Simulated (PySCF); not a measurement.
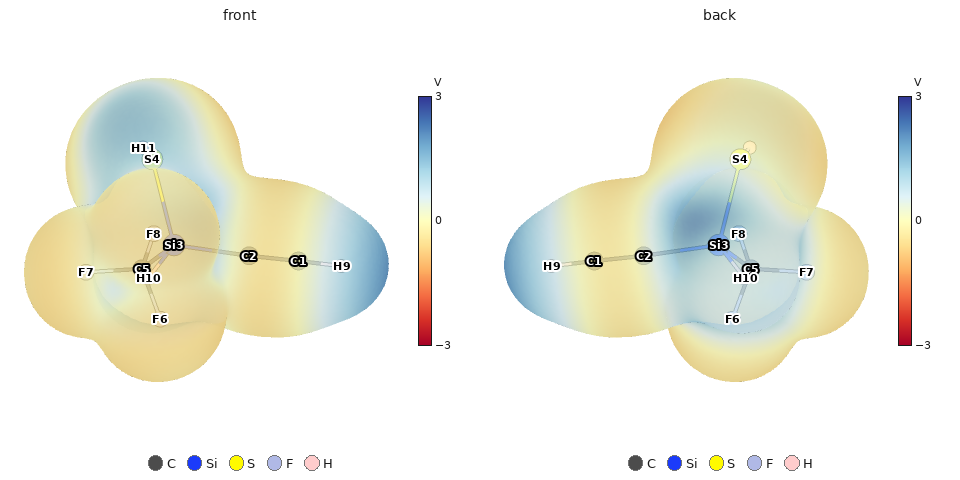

The picture shows: C3H3F3SSi. The molecular electrostatic potential painted on the density surface at 0.002 e/bohr³, seen from the front and from behind; the colour scale runs from red (negative) to blue (positive).

Geometry: GFN2-xTB.

Level of theory: PBE0/pcSseg-1, SCF density, gas phase, non-relativistic (PySCF).

```xyz
11

C     2.6646   -0.6285    0.2823
C     1.6101   -0.2525   -0.1595
Si    0.0001    0.3783   -0.7949
S    -0.3238    2.4447   -0.3397
C    -1.3148   -0.6420    0.2234
F    -1.0737   -1.9642    0.1944
F    -2.5688   -0.4770   -0.2415
F    -1.3539   -0.2933    1.5282
H     3.5829   -0.9694    0.6672
H    -0.2653    0.1385   -2.2015
H    -0.9521    2.2682    0.8158
```

Question: Describe the electrostatic potential map.

Answer: The most negative region (about −0.7 V) lies over S4, the most positive (about +2.0 V) over Si3 and H9.

Question: How polar is the molecule by this calculation?

Answer: Its dipole moment is 1.88 D.
